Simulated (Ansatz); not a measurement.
Partial pair distribution functions of a relaxed model of amorphous Si$_{24}$O$_{51}$Mo, broadened by 0.06 Å; density 2.31 g/cm³. Level of theory: PBE, scalar-relativistic without spin-orbit coupling (plane waves to 420 eV, PAW; Ansatz, a program for electronic structure).

It comes from a melt-quench run on a machine-learned potential (CHGNet), relaxed afterwards by DFT. O atoms were pushed apart under 1.9 Å during the dynamics, to hinder bonds among them. The hot cell started wider than the set density and was brought back towards it in steps. It is the lowest in DFT energy of 2 quenches. It is a model cell: composition and starting density were chosen by hand, and all elements were melted together. No dispersion term was used. Its density started from a set value of 2.30 and ended at 2.31 g/cm³. Cooling (nominally 320 K/ps over its main leg) ran many orders faster than in experiment, which tends to leave more defects and strain. One small periodic cell is one sample of the glass; other quenches scatter about these values. The volume was free in the relaxation, at fixed shape. Stress components on the final sampling reach 1.3 GPa.

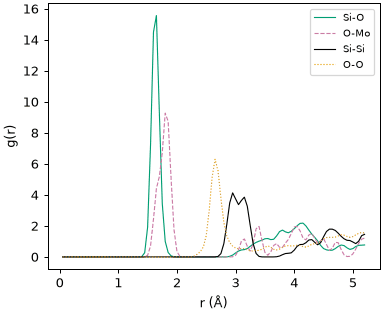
Figure: Partial pair distribution functions

Highest peaks under 4.5 Å: Si-O near 1.65 Å, O-Mo near 1.80 Å, Si-Si near 2.95 Å, O-O near 2.65 Å; pairs of few atoms are noisy.

Within 1.96 Å each Si has 4.04 O neighbours on average.
